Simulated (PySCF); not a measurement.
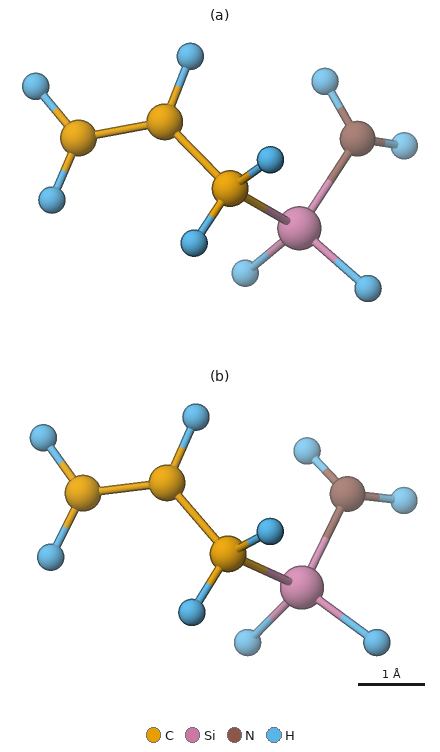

The structure of C3H9NSi before (top) and after (bottom) a relaxation, at one scale.

Style: ball-and-stick. Shown at a tilt.

The start comes from GFN2-xTB. Its atoms were then displaced at random by about 0.01 Å.

Level of theory: PBE0-D3(BJ)/def2-SVP geometry optimisation, gas phase (PySCF 2.14.0, density-fitted response routines). 

### Describe what moved and what it gained.

The largest move after the best rigid fit is that of an H atom, 0.49 Å. Largest moves by element: H 0.49 Å, N 0.19 Å, C 0.12 Å, Si 0.06 Å. Some distances before and after: C–H 1.044 → 1.095 Å, C–Si 1.862 → 1.891 Å, C–H 1.074 → 1.103 Å, H–Si 1.471 → 1.496 Å. Bond angles that change, for instance: C–Si–H 110.9° → 107.0°, C–C–H 107.8° → 111.4°, N–Si–H 103.7° → 106.5°. After 10 geometry steps the energy has fallen by 3.97 kcal/mol. Cost: 92 s on 1 thread of Arm Neoverse N1, on a shared host.
